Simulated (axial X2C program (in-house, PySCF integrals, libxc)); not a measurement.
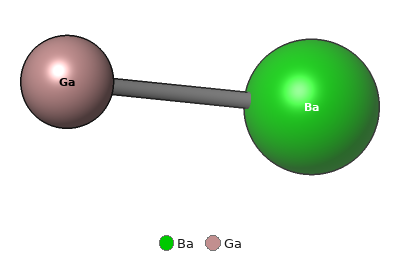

Fig. 1: The molecule at the reference distance of 2.975 Å.

**Run report: BaGa, relativistic diatomic calculation**

- system: BaGa, single determinant with Ω = 3/2.
- method: PBE0, two-component X2C with atomic mean-field Coulomb and Gaunt terms, Ba dyall-cv3z, Ga dyall-cv3z (cores contracted) (axial X2C program (in-house, PySCF integrals, libxc))

The input:
```
{"zs": [56, 31], "q": 0, "bas": ["dyall-cv3z", "dyall-cv3z"], "levels": ["PBE0", "HF", "PBE50"], "cc": true, "r0": 3.2, "thr": -1.0, "nmax": 90, "npts": 10, "nst": 2, "ntry": 6}
```

The line is the task of a batch: nuclear charges, charge, bases, the levels to run, a first guess of the distance and further settings. This report covers PBE0 with spin-orbit coupling. The log is that of the reference distance 2.975 Å, started from orbitals converged before.

Hardware: 1 thread of Arm Neoverse V1, 24 GiB of memory available, shared host.

The run was one of a batch that the task file lists, launched with:
```bash
python <driver script> task.json out
```

Log:
```
two-component X2C + atomic mean field  PBE0
basis functions 253  fitting functions 1346  grid points 5806
iter        total energy     max residual
   1     -10074.189118396     7.62e-05
   2     -10074.189118490     5.74e-05
   3     -10074.189118617     6.93e-05
   4     -10074.189118624     1.94e-05
converged
one-electron -14419.73981132  Coulomb 4318.20507433  exact exchange -67.82282484  xc functional -207.71613159  nuclear repulsion 308.79046661  atomic mean-field constant -5.90589181
```

The points of the curve:

| R (Å) | E (hartree) | dipole (D; origin at the first atom, positive when the second is positive) | highest filled (eV) | lowest empty (eV) |
| --- | --- | --- | --- | --- |
| 2.796 | −10074.186436 | −4.62 | −3.56 | −1.64 |
| 2.886 | −10074.188568 | −4.95 | −3.61 | −1.65 |
| 2.975 | −10074.189119 | −5.23 | −3.57 | −1.67 |
| 3.079 | −10074.188238 | −5.49 | −3.47 | −1.69 |
| 3.183 | −10074.186159 | −5.71 | −3.40 | −1.72 |

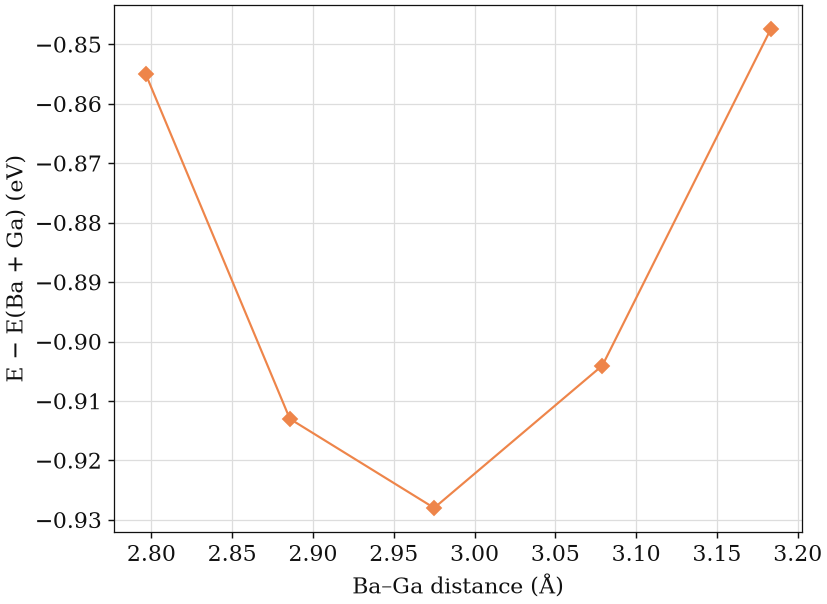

Fig. 2: Energy at 5 bond lengths, for one set of occupations held fixed; the line joins the points. A polynomial of degree 3 through 5 points gives rₑ = 2.967 Å, ωₑ = 158.4 cm⁻¹ and Bₑ = 0.04168 cm⁻¹. The minimum lies 0.93 eV below Ba + Ga, each computed as one determinant at the same level.

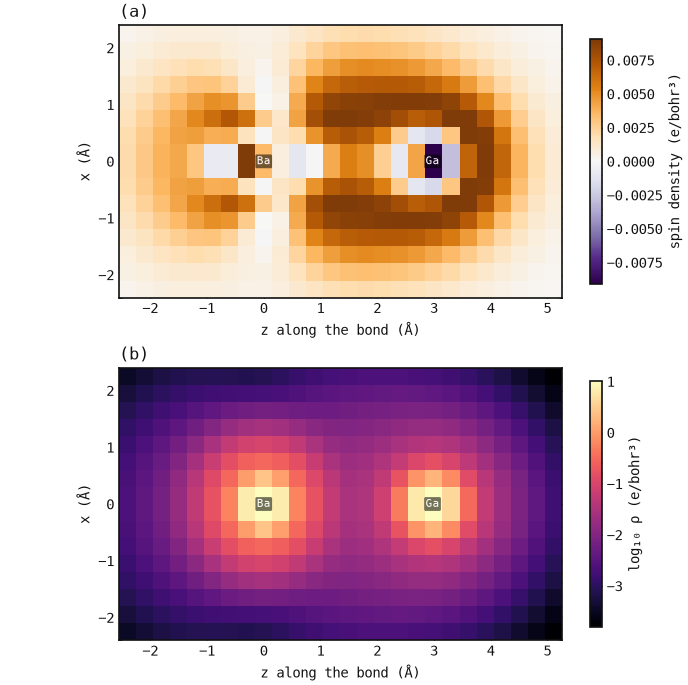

Fig. 3: (a) spin density; (b) electron density on a logarithmic scale, in a plane that holds the axis, at 2.98 Å, on points 0.3 Å apart (one half computed, the other mirrored); the structure near the nuclei is finer than these points.

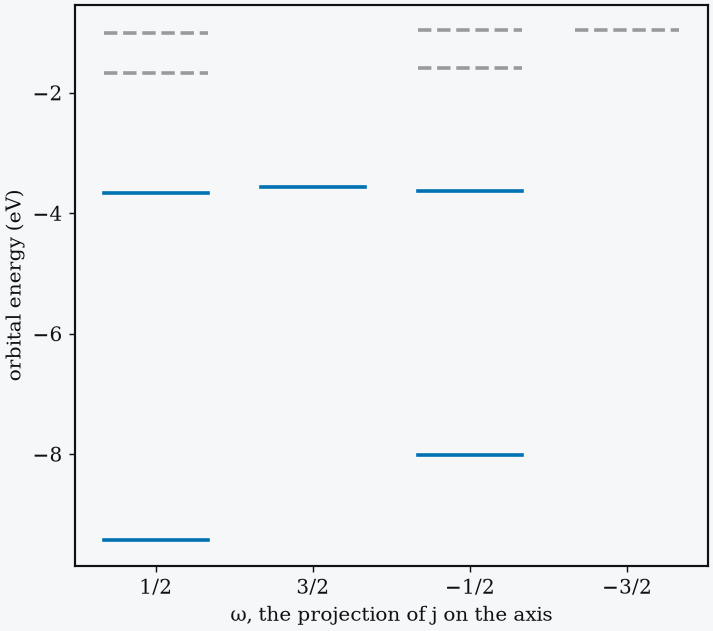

Fig. 4: Orbital energies near the frontier at 2.98 Å, filled (solid) and empty (dashed). The highest filled spinor (3/2; 52 % Ga p, 39 % Ba d) lies at −3.57 eV, the lowest empty one (1/2; 34 % Ba s, 30 % Ba d) at −1.67 eV.

Results in brief:

| quantity | value |
| --- | --- |
| outcome | converged |
| bond length rₑ | 2.967 Å |
| ωₑ | 158.4 cm⁻¹ |
| energy at the minimum | −10074.18912 hartree |
| depth below the fragments | 0.93 eV |
| wall time | 17 s |
| peak memory | 0.95 GiB |

Remarks:

To bear in mind: 5 of the 10 points asked for were kept.
